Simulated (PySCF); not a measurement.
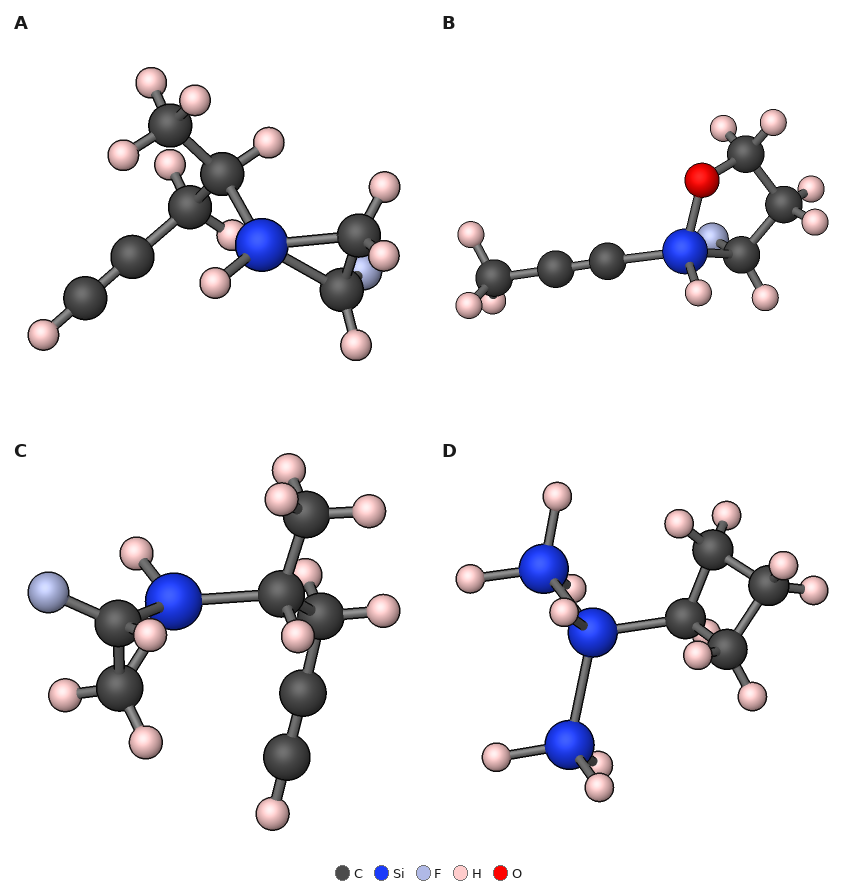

Figure made from data computed with PySCF.

```xyz
20
charge 0, multiplicity 1
C     2.8551    1.0558    1.2716
C     2.2195    0.7003    0.3032
C     1.4148    0.2524   -0.8274
C     0.2750   -0.7006   -0.4192
C     0.7850   -2.0366    0.1125
Si   -0.9247    0.1581    0.7623
C    -2.6987    0.2655    0.1767
C    -1.8991    1.5512   -0.0195
F    -1.6318    1.8771   -1.3284
H     3.4276    1.3792    2.1209
H     0.9847    1.1322   -1.3349
H     2.0714   -0.2482   -1.5622
H    -0.3306   -0.8773   -1.3252
H    -0.0425   -2.7210    0.3547
H     1.4257   -2.5371   -0.6325
H     1.3871   -1.8986    1.0245
H    -0.6264    0.1713    2.2168
H    -3.5536    0.3131    0.8605
H    -2.9349   -0.2620   -0.7562
H    -2.2472    2.4302    0.5383
```

Question: Which panel shows the molecule in this file?

Answer: A. The file holds C7H11FSi, `C#CC[C@@H](C)[Si@@H]1C[C@@H]1F`.
